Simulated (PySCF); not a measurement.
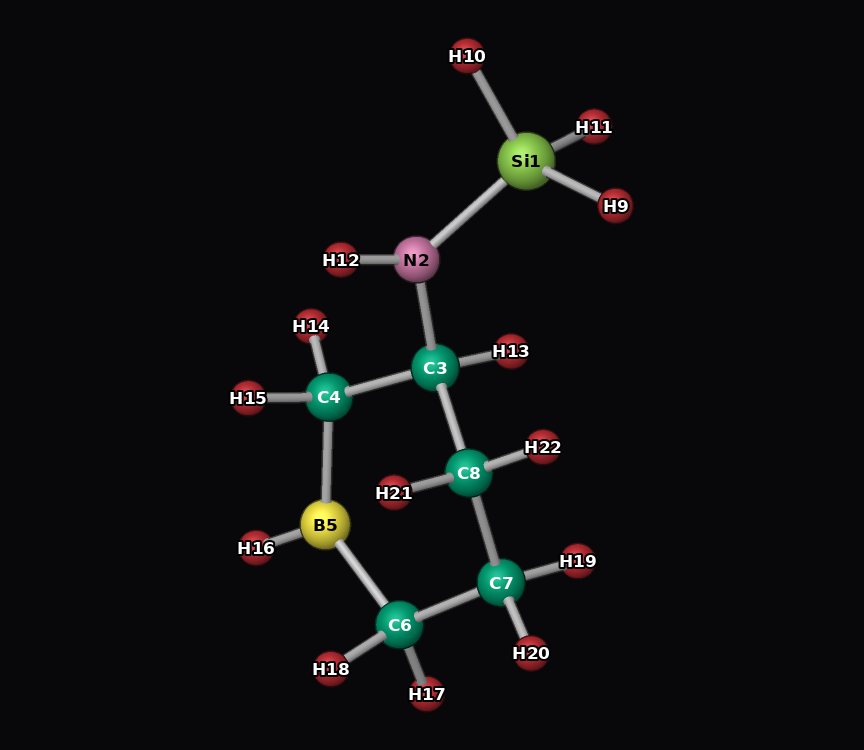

The questions are on isotropic NMR shieldings of the C atoms. The geometry was computed by an optimisation with PBE0-D3(BJ)/def2-SVP. No frequency run is at hand to confirm it as a minimum. Method: GIAO PBE0/pcSseg-1 NMR shielding, non-relativistic, gas phase (PySCF 2.14.0).

### Which C atom is the most shielded (lowest chemical shift)?

C7 (159.3 ppm).

### Which C atom is the least shielded (highest chemical shift)?

C3 (130.5 ppm).

### How wide is the range of C shifts?

28.8 ppm.

Give the isotropic NMR shieldings of the C atoms atom by atom.

```
atom  σ (ppm)
  C3    130.5
  C4    140.3
  C6    154.6
  C7    159.3
  C8    144.1
```
